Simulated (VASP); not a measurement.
# N on Ni(100): which site?, part 2 of 7

Where does N sit on Ni(100), and how strongly does it bind?

VASP 6.6.1, plane waves and PAW; the level of theory is named at each step.

So far, largest spin moment in the PAW sphere (μB): step 2 (the bulk reference, job relaxation, k-mesh 19×19×19) 0.684.

## 4. Surface relaxation

This step: RPBE, spin-polarised from a ferromagnetic start; plane waves and PAW (Ni) (VASP 6.6.1).

System of this step: Ni(100). The cell holds 16 atoms: 16 Ni. Its edges and angles: a = 5.027 Å, b = 5.027 Å, c = 20.332 Å, α = 90.0°, β = 90.0°, γ = 90.0°. It derives from Ni. 4 layers of fcc Ni, cut at this functional's lattice. Vacuum lies along c.

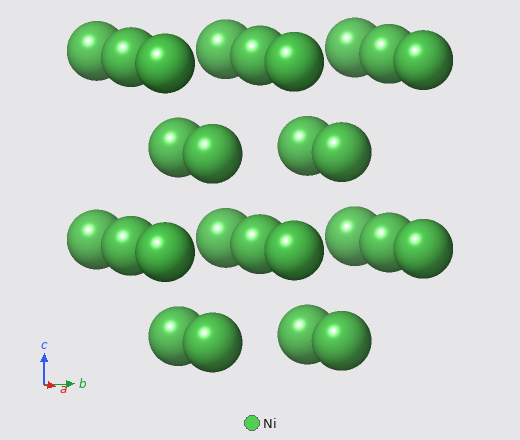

The cell of this step (nickel green). Some periodic images of atoms are drawn too.

The free atoms relax, while those held by selective dynamics keep their cut positions.

Contents of INCAR:

```
SYSTEM = Ni
PREC = Normal
ENCUT = 440
EDIFF = 1E-05
NELM = 120
ISMEAR = 1
SIGMA = 0.15
LREAL = Auto
ALGO = Fast
GGA = RP
NBANDS = 117
ISPIN = 2
MAGMOM = 1 1 1 1 1 1 1 1 1 1 1 1 1 1 1 1
LASPH = .TRUE.
LMAXMIX = 4
LORBIT = 11
LWAVE = .FALSE.
LCHARG = .FALSE.
KPAR = 2
NCORE = 2
IBRION = 2
NSW = 40
ISIF = 2
EDIFFG = -0.03
POTIM = 0.4
MAXMIX = 40
IDIPOL = 3
LDIPOL = .TRUE.
DIPOL = 0.5 0.5 0.5
```

Contents of POSCAR:

```
Ni
1.0
    5.0272167418      0.0000000000      0.0000000000
    0.0000000000      5.0272167418      0.0000000000
    0.0000000000      0.0000000000     20.3321685729
Ni
16
Selective dynamics
Direct
    0.2500000000      0.2500000000      0.3688735900  F F F
    0.7500000000      0.2500000000      0.3688735900  F F F
    0.2500000000      0.7500000000      0.3688735900  F F F
    0.7500000000      0.7500000000      0.3688735900  F F F
    0.0000000000      0.0000000000      0.4562912000  F F F
    0.5000000000      0.0000000000      0.4562912000  F F F
    0.0000000000      0.5000000000      0.4562912000  F F F
    0.5000000000      0.5000000000      0.4562912000  F F F
    0.2500000000      0.2500000000      0.5437088000  T T T
    0.7500000000      0.2500000000      0.5437088000  T T T
    0.2500000000      0.7500000000      0.5437088000  T T T
    0.7500000000      0.7500000000      0.5437088000  T T T
    0.0000000000      0.0000000000      0.6311264100  T T T
    0.5000000000      0.0000000000      0.6311264100  T T T
    0.0000000000      0.5000000000      0.6311264100  T T T
    0.5000000000      0.5000000000      0.6311264100  T T T
```

Contents of KPOINTS:

```
Automatic mesh
0
Gamma
5 5 1
0 0 0
```

Potentials, in the order of the species: Ni (PBE family, release 64).

Command:

```console
$ mpirun -np 4 vasp_std
```

What it wrote:

```text
[banner, memory and clock lines left out]
running    4 mpi-ranks, on    1 nodes
 distrk:  each k-point on    2 cores,    2 groups
 distr:  one band on    2 cores,    1 groups

 POSCAR found type information on POSCAR Ni
 POSCAR found :  1 types and      16 ions
 [... a notice as in an earlier step ...]

 LDA part: xc-table for (Slater+PW92), standard interpolation
 POSCAR, INCAR and KPOINTS ok, starting setup
 FFT: planning ... GRIDC
 FFT: planning ... GRID_SOFT
 FFT: planning ... GRID
 WAVECAR not read
 entering main loop
       N       E                     dE             d eps       ncg     rms          rms(c)
DAV:   1     0.112363565359E+04    0.11236E+04   -0.62511E+04  2808   0.130E+03
DAV:   2     0.177006927197E+02   -0.11059E+04   -0.10370E+04  2808   0.307E+02
DAV:   3    -0.826489403986E+02   -0.10035E+03   -0.88855E+02  2969   0.125E+02
DAV:   4    -0.856429703300E+02   -0.29940E+01   -0.29710E+01  3072   0.251E+01
DAV:   5    -0.857046911579E+02   -0.61721E-01   -0.61717E-01  4155   0.227E+00    0.339E+01
RMM:   6    -0.839657315970E+02    0.17390E+01   -0.12455E+02  2822   0.588E+01    0.445E+01
RMM:   7    -0.887877039542E+02   -0.48220E+01   -0.33207E+01  2832   0.247E+01    0.521E+01
RMM:   8    -0.729925617775E+02    0.15795E+02   -0.11099E+01  2824   0.171E+01    0.176E+01
RMM:   9    -0.726666828331E+02    0.32588E+00   -0.25356E+00  2837   0.749E+00    0.223E+01
RMM:  10    -0.722129942881E+02    0.45369E+00   -0.43034E-01  2846   0.295E+00    0.121E+01
RMM:  11    -0.720270675256E+02    0.18593E+00   -0.89536E-02  2866   0.123E+00    0.939E+00
RMM:  12    -0.720924213786E+02   -0.65354E-01   -0.19652E-01  2831   0.200E+00    0.374E+00
RMM:  13    -0.720601508215E+02    0.32271E-01   -0.45354E-02  2841   0.848E-01    0.277E+00
RMM:  14    -0.720668343082E+02   -0.66835E-02   -0.42130E-02  2833   0.965E-01    0.273E+00
RMM:  15    -0.722894257388E+02   -0.22259E+00   -0.63204E-02  2865   0.888E-01    0.109E+00
RMM:  16    -0.725200222093E+02   -0.23060E+00   -0.56005E-02  2896   0.501E-01    0.949E-01
RMM:  17    -0.727621081440E+02   -0.24209E+00   -0.60494E-02  2951   0.461E-01    0.484E-01
RMM:  18    -0.729045026771E+02   -0.14239E+00   -0.37907E-02  2905   0.358E-01    0.280E-01
RMM:  19    -0.729410564457E+02   -0.36554E-01   -0.12214E-02  2854   0.228E-01    0.154E-01
RMM:  20    -0.729560962891E+02   -0.15040E-01   -0.49665E-03  2860   0.153E-01    0.116E-01
RMM:  21    -0.729722990187E+02   -0.16203E-01   -0.97606E-04  2836   0.849E-02    0.698E-02
RMM:  22    -0.729816929679E+02   -0.93939E-02   -0.47553E-04  2645   0.479E-02    0.465E-02
RMM:  23    -0.729894323407E+02   -0.77394E-02   -0.45656E-04  2599   0.401E-02    0.291E-02
RMM:  24    -0.729963300956E+02   -0.68978E-02   -0.53310E-04  2577   0.402E-02    0.639E-02
RMM:  25    -0.729983551016E+02   -0.20250E-02   -0.10800E-04  2118   0.212E-02    0.189E-02
RMM:  26    -0.729997385939E+02   -0.13835E-02   -0.55139E-05  1971   0.130E-02    0.135E-02
RMM:  27    -0.730002441220E+02   -0.50553E-03   -0.21400E-05  1852   0.862E-03    0.936E-03
RMM:  28    -0.730009399974E+02   -0.69588E-03   -0.37991E-05  1813   0.837E-03    0.792E-03
RMM:  29    -0.730013444363E+02   -0.40444E-03   -0.20126E-05  1760   0.588E-03    0.200E-03
RMM:  30    -0.730013659620E+02   -0.21526E-04   -0.16678E-06  1144   0.258E-03    0.210E-03
RMM:  31    -0.730013791131E+02   -0.13151E-04   -0.11763E-06  1015   0.231E-03    0.914E-04
RMM:  32    -0.730013835149E+02   -0.44019E-05   -0.78060E-07  1073   0.219E-03
   1 F= -.73001384E+02 E0= -.73003320E+02  d E =-.730014E+02  mag=    11.7935
 curvature:   0.00 expect dE= 0.000E+00 dE for cont linesearch  0.000E+00
 trial: gam= 0.00000 g(F)=  0.334E-01 g(S)=  0.000E+00 ort = 0.000E+00 (trialstep = 0.100E+01)
 search vector abs. value=  0.334E-01
 bond charge predicted
       N       E                     dE             d eps       ncg     rms          rms(c)
DAV:   1    -0.730191935659E+02   -0.17814E-01   -0.57219E+00  2943   0.655E+00    0.617E-01
RMM:   2    -0.730258788578E+02   -0.66853E-02   -0.56271E-02  2815   0.134E+00    0.453E-01
RMM:   3    -0.730280456095E+02   -0.21668E-02   -0.11489E-02  2841   0.445E-01    0.342E-01
RMM:   4    -0.730278351244E+02    0.21049E-03   -0.18725E-03  2855   0.207E-01    0.161E-01
RMM:   5    -0.730278854652E+02   -0.50341E-04   -0.64162E-04  2880   0.112E-01    0.885E-02
RMM:   6    -0.730279691205E+02   -0.83655E-04   -0.16815E-04  2819   0.586E-02    0.449E-02
RMM:   7    -0.730280390140E+02   -0.69894E-04   -0.52117E-05  2434   0.277E-02    0.174E-02
RMM:   8    -0.730280949266E+02   -0.55913E-04   -0.13770E-05  1760   0.157E-02    0.760E-03
RMM:   9    -0.730281046005E+02   -0.96739E-05   -0.56330E-06  1721   0.983E-03
   2 F= -.73028105E+02 E0= -.73029336E+02  d E =-.267211E-01  mag=    11.7920
[...]
3 F= -.73041565E+02 E0= -.73041942E+02  d E =-.401818E-01  mag=    11.7919
 curvature:  -1.17 expect dE=-0.409E-03 dE for cont linesearch -0.207E-03
 ZBRENT: extrapolating
 opt :   2.3430  next Energy=   -73.041768 (dE=-0.404E-01)
 bond charge predicted
       N       E                     dE             d eps       ncg     rms          rms(c)
DAV:   1    -0.730415698837E+02   -0.98504E-06   -0.15875E-01  2928   0.108E+00    0.104E-01
RMM:   2    -0.730417458540E+02   -0.17597E-03   -0.15153E-03  2806   0.225E-01    0.147E-02
RMM:   3    -0.730418262549E+02   -0.80401E-04   -0.29247E-04  2792   0.707E-02    0.483E-03
RMM:   4    -0.730418415551E+02   -0.15300E-04   -0.46006E-05  2345   0.296E-02    0.265E-03
RMM:   5    -0.730418435757E+02   -0.20206E-05   -0.12303E-05  1653   0.147E-02
   4 F= -.73041844E+02 E0= -.73042102E+02  d E =-.404601E-01  mag=    11.7920
 curvature:  -1.15 expect dE=-0.193E-03 dE for cont linesearch -0.100E-05
 trial: gam= 0.01015 g(F)=  0.168E-03 g(S)=  0.000E+00 ort =-0.171E-03 (trialstep = 0.127E+01)
 search vector abs. value=  0.168E-03
 reached required accuracy - stopping structural energy minimisation
```

It took 3.4 min on 4 MPI ranks of Intel Xeon Platinum 8559C (Emerald Rapids), shared host; peak memory 1.4 GiB; 13 min of CPU time.

OUTCAR, selected parts (step 4):

```text
  LATTYP: Found a simple tetragonal cell.
 ALAT       =     5.0272167418
 C/A-ratio  =     4.0444185356

 Subroutine GETGRP returns: Found 16 space group operations
 (whereof  8 operations were pure point group operations)

The static configuration has the point symmetry C_4v.
 The point group associated with its full space group is D_4h.

 Found      6 irreducible k-points:

   k-points           NKPTS =      6   k-points in BZ     NKDIM =      6   number of bands    NBANDS=    117

   dimension x,y,z NGX =    28 NGY =   28 NGZ =  108
   dimension x,y,z NGXF=    56 NGYF=   56 NGZF=  216

   ENCUT  =  440.0 eV  32.34 Ry    5.69 a.u.   8.60  8.60 34.77*2*pi/ulx,y,z

   NELECT =     160.0000    total number of electrons

 dipolmoment           0.000000      0.000000      0.000184 electrons x Angstroem

 E-fermi :   0.2003

 spin component 1
 k-point     1 :       0.0000    0.0000    0.0000
  band No.  band energies     occupation
    ...
     79      -0.4396      1.00000
     80      -0.4095      1.00000
     81      -0.3699      1.00000
     82      -0.1049      1.00714
     83      -0.0794      1.01206
     84       0.4007     -0.03382
     85       0.7828     -0.00000
     86       0.7828     -0.00000
     87       0.7884     -0.00000
     88       0.7884     -0.00000
    ...

 k-point     2 :       0.2000    0.0000    0.0000
  band No.  band energies     occupation
    ...
     81      -0.4610      1.00000
     82      -0.4147      1.00000
     83      -0.2727      1.00004
     84      -0.2575      1.00007
     85      -0.1765      1.00110
     86       0.8585     -0.00000
     87       1.1388     -0.00000
     88       1.2162     -0.00000
     89       1.2207     -0.00000
     90       1.4372     -0.00000
    ...

 k-point     3 :       0.4000    0.0000    0.0000
  band No.  band energies     occupation
    ...
     81      -0.4447      1.00000
     82      -0.4382      1.00000
     83      -0.4265      1.00000
     84      -0.4237      1.00000
     85      -0.3186      1.00001
     86       0.3548     -0.02799
     87       1.7382     -0.00000
     88       1.7499     -0.00000
     89       1.7675     -0.00000
     90       2.4330     -0.00000
    ...

 k-point     4 :       0.2000    0.2000    0.0000
  band No.  band energies     occupation
    ...
     83      -0.3324      1.00000
     84      -0.1094      1.00645
     85      -0.1094      1.00645
     86       0.0345      1.03289
     87       0.0345      1.03289
     88       1.2339     -0.00000
     89       1.5522     -0.00000
     90       1.6280     -0.00000
     91       1.6280     -0.00000
     92       2.9363     -0.00000
    ...

  Total       -7.1023591     -7.1023591     -3.1215481      0.0000000      0.0000000      0.0000000
  in kB      -22.1449287    -22.1449287     -9.7328871      0.0000000      0.0000000      0.0000000
  external PRESSURE =     -18.0075815 kB  Pullay stress =       0.0000000 kB

  energy-cutoff  :      440.00
  volume of cell :      513.85
      direct lattice vectors                 reciprocal lattice vectors
     5.027216742  0.000000000  0.000000000     0.198917224  0.000000000  0.000000000
     0.000000000  5.027216742  0.000000000     0.000000000  0.198917224  0.000000000
     0.000000000  0.000000000 20.332168573     0.000000000  0.000000000  0.049183145

 POSITION                                       TOTAL-FORCE (eV/Angst)
 -----------------------------------------------------------------------------------
      1.25680      1.25680      7.50000         0.000000      0.000000      0.306385
      3.77041      1.25680      7.50000         0.000000     -0.000000      0.306385
      1.25680      3.77041      7.50000        -0.000000      0.000000      0.306385
      3.77041      3.77041      7.50000        -0.000000      0.000000      0.306385
      0.00000      0.00000      9.27739        -0.000000     -0.000000     -0.259749
      2.51361      0.00000      9.27739        -0.000000     -0.000000     -0.259749
      0.00000      2.51361      9.27739        -0.000000     -0.000000     -0.259749
      2.51361      2.51361      9.27739         0.000000     -0.000000     -0.259749
      1.25680      1.25680     11.08760         0.000000     -0.000000     -0.022443
      3.77041      1.25680     11.08760        -0.000000      0.000000     -0.022443
      1.25680      3.77041     11.08760         0.000000     -0.000000     -0.022443
      3.77041      3.77041     11.08760        -0.000000     -0.000000     -0.022443
      0.00000      0.00000     12.80586        -0.000000      0.000000     -0.024192
      2.51361      5.02722     12.80586         0.000000      0.000000     -0.024192
      0.00000      2.51361     12.80586        -0.000000     -0.000000     -0.024192
      2.51361      2.51361     12.80586         0.000000      0.000000     -0.024192
 -----------------------------------------------------------------------------------
    total drift:                                0.000000      0.000000      0.003827

  FREE ENERGIE OF THE ION-ELECTRON SYSTEM (eV)
  ---------------------------------------------------
  free  energy   TOTEN  =       -73.0418435757 eV

  energy  without entropy=      -73.0426202460  energy(sigma->0) =      -73.04210247

 vacuum level on the upper side and lower side of the slab         4.622         4.609

 total charge
# of ion       s       p       d       tot
------------------------------------------
    1        0.459   0.319   8.302   9.080
    2        0.459   0.319   8.302   9.080
    3        0.459   0.319   8.302   9.080
    4        0.459   0.319   8.302   9.080
    5        0.477   0.462   8.286   9.224
    6        0.477   0.462   8.286   9.224
    7        0.477   0.462   8.286   9.224
    8        0.477   0.462   8.286   9.224
    9        0.484   0.477   8.290   9.251
   10        0.484   0.477   8.290   9.251
   11        0.484   0.477   8.290   9.251
   12        0.484   0.477   8.290   9.251
   13        0.468   0.333   8.309   9.110
   14        0.468   0.333   8.309   9.110
   15        0.468   0.333   8.309   9.110
   16        0.468   0.333   8.309   9.110
--------------------------------------------------
tot          7.551   6.362 132.749 146.662

 magnetization (x)
# of ion       s       p       d       tot
------------------------------------------
    1       -0.002  -0.020   0.808   0.786
    2       -0.002  -0.020   0.808   0.786
    3       -0.002  -0.020   0.808   0.786
    4       -0.002  -0.020   0.808   0.786
    5       -0.007  -0.027   0.769   0.735
    6       -0.007  -0.027   0.769   0.735
    7       -0.007  -0.027   0.769   0.735
    8       -0.007  -0.027   0.769   0.735
    9       -0.007  -0.027   0.771   0.736
   10       -0.007  -0.027   0.771   0.736
   11       -0.007  -0.027   0.771   0.736
   12       -0.007  -0.027   0.771   0.736
   13       -0.002  -0.021   0.802   0.779
   14       -0.002  -0.021   0.802   0.779
   15       -0.002  -0.021   0.802   0.779
   16       -0.002  -0.021   0.802   0.779
--------------------------------------------------
tot         -0.075  -0.380  12.604  12.149

[... 1 part as in an earlier step ...]

[... 11 further parts left out ...]
```

CONTCAR:

```
Ni
   1.00000000000000
     5.0272167418000002    0.0000000000000000    0.0000000000000000
     0.0000000000000000    5.0272167418000002    0.0000000000000000
     0.0000000000000000    0.0000000000000000   20.3321685728999988
  Ni
    16
Selective dynamics
Direct
     0.2500000000000000    0.2500000000000000    0.3688735899999998   F   F   F
     0.7500000000000000    0.2500000000000000    0.3688735899999998   F   F   F
     0.2500000000000000    0.7500000000000000    0.3688735899999998   F   F   F
     0.7500000000000000    0.7500000000000000    0.3688735899999998   F   F   F
     0.0000000000000000    0.0000000000000000    0.4562912000000026   F   F   F
     0.5000000000000000    0.0000000000000000    0.4562912000000026   F   F   F
     0.0000000000000000    0.5000000000000000    0.4562912000000026   F   F   F
     0.5000000000000000    0.5000000000000000    0.4562912000000026   F   F   F
     0.2500000000000000    0.2500000000000000    0.5453232452619494   T   T   T
     0.7500000000000000    0.2500000000000000    0.5453232452619494   T   T   T
     0.2500000000000000    0.7500000000000000    0.5453232452619494   T   T   T
     0.7500000000000000    0.7500000000000000    0.5453232452619494   T   T   T
     0.0000000000000000    0.0000000000000000    0.6298322341742548   T   T   T
     0.5000000000000000    1.0000000000000000    0.6298322341742548   T   T   T
     0.0000000000000000    0.5000000000000000    0.6298322341742548   T   T   T
     0.5000000000000000    0.5000000000000000    0.6298322341742548   T   T   T
```

The magnetic state follows from one typed start and may not be the lowest. The run keeps the 8 symmetry operations of its start, so it cannot find a distortion of lower symmetry.

The steps of the relaxation:

```
step  energy less that of the first step (eV)  largest force (eV/Å)
   1                                   0.0000                0.3630
   2                                  -0.0267                0.2045
   3                                  -0.0402                0.0472
   4                                  -0.0405                0.0242
```

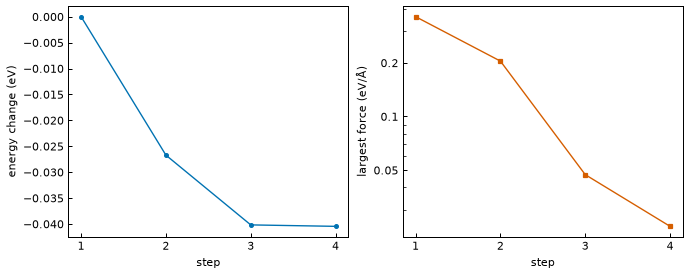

Energy and largest force along the relaxation.

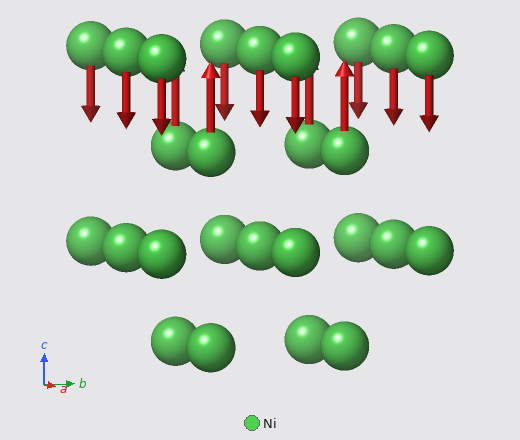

Displacements in the relaxation, exaggerated; the longest in the cell stands for 0.03 Å. Some periodic images of atoms are drawn too.

The atoms that moved most (Å):

```
atom     dx     dy      dz  length
 Ni9  0.000  0.000   0.033   0.033
Ni10  0.000  0.000   0.033   0.033
Ni11  0.000  0.000   0.033   0.033
Ni12  0.000  0.000   0.033   0.033
Ni13  0.000  0.000  -0.026   0.026
Ni14  0.000  0.000  -0.026   0.026
Ni15  0.000  0.000  -0.026   0.026
Ni16  0.000  0.000  -0.026   0.026
```

The relaxed structure:

```xyz
16
Lattice="5.0272 0.0000 0.0000 0.0000 5.0272 0.0000 0.0000 0.0000 20.3322" Properties=species:S:1:pos:R:3
Ni    1.2568    1.2568    7.5000
Ni    3.7704    1.2568    7.5000
Ni    1.2568    3.7704    7.5000
Ni    3.7704    3.7704    7.5000
Ni    0.0000    0.0000    9.2774
Ni    2.5136    0.0000    9.2774
Ni    0.0000    2.5136    9.2774
Ni    2.5136    2.5136    9.2774
Ni    1.2568    1.2568   11.0876
Ni    3.7704    1.2568   11.0876
Ni    1.2568    3.7704   11.0876
Ni    3.7704    3.7704   11.0876
Ni    0.0000    0.0000   12.8059
Ni    2.5136    0.0000   12.8059
Ni    0.0000    2.5136   12.8059
Ni    2.5136    2.5136   12.8059
```

Numbers from this step:

| Quantity | Value |
| --- | --- |
| electronic cycles | 55 |
| electrons | 160 |
| free energy (TOTEN) | -73.0418 eV |
| energy at zero smearing | -73.0421 eV |
| Fermi energy | 0.2003 eV |
| moment of the cell, from the last line of the log | 11.79 μB |
| dipole moment | 0, 0, 1.84e-4 e·Å |

Spin moment in the PAW sphere by atom:

```
atom  spin moment in the PAW sphere (μB)
 Ni1                               0.786
 Ni2                               0.786
 Ni3                               0.786
 Ni4                               0.786
 Ni5                               0.735
 Ni6                               0.735
 Ni7                               0.735
 Ni8                               0.735
 Ni9                               0.736
Ni10                               0.736
Ni11                               0.736
Ni12                               0.736
Ni13                               0.779
Ni14                               0.779
Ni15                               0.779
Ni16                               0.779
```

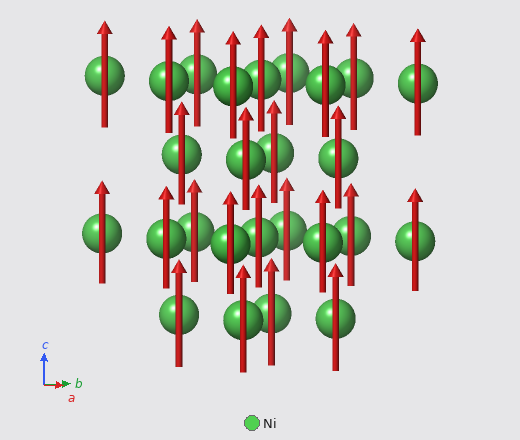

Spin moment in the PAW sphere as arrows, the longest 0.786 μB. Up and down stand for the sign. Arrows give size and sign along the axis of quantisation, drawn up and down the page. Some periodic images of atoms are drawn too.

The run ended after 4 ionic steps, 0.040 eV below its first step, once the forces on the free atoms met EDIFFG = -0.03.

(Continued in part 3 of 7.)

[Lines on the potential files, build, host, timing and source positions are cut from VASP's logs without a mark.]

[Logs are printed without paths, hosts, clocks, repeated set-up lines and the standing remarks that a program may print on its own settings, such as how far it seeks lower states.]

[Hosts, paths, dates, database ids (printed as entryN), source tags and the programs' standing remarks are cut or masked in the printed files.]

[Runs that stopped without an error message from VASP are left out.]
